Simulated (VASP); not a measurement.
Data:

```
CrO2
1.0
    4.41557     0.00000     0.00000
    0.00000     4.41557     0.00000
    0.00000     0.00000     2.91227
Cr O
2 4
Direct
  0.00000   0.00000   0.00000
  0.50000   0.50000   0.50000
  0.30309   0.30309   0.00000
  0.80309   0.19691   0.50000
  0.19691   0.80309   0.50000
  0.69691   0.69691   0.00000
```
Starting moments (μB, in the order of the record's atoms Cr Cr O O O O): 2.1 2.1 -0.1 -0.1 -0.1 -0.1.

All values below come from rev-vdW-DF2, VASP's PBE PAW potentials (set 64) (plane waves; VASP). Settings: 520 eV cut-off, 8×8×12 Γ-centred mesh, tetrahedra with Blöchl corrections, potentials Cr_pv O.

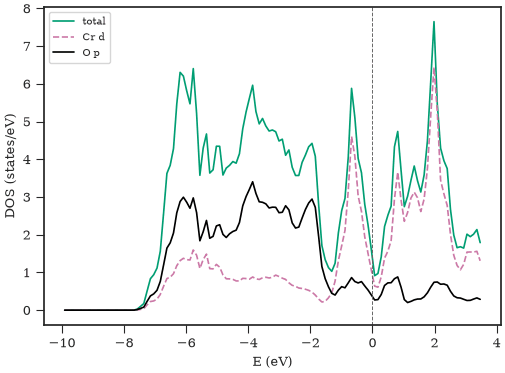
Total and projected density of states, zero at the Fermi level

Within 2 eV below the Fermi level the largest weight inside VASP's projection spheres is Cr d, then O p.

It has no gap at this level: it comes out as a metal or semimetal.

The compound is CrO2 in the rutile structure. It was relaxed first.
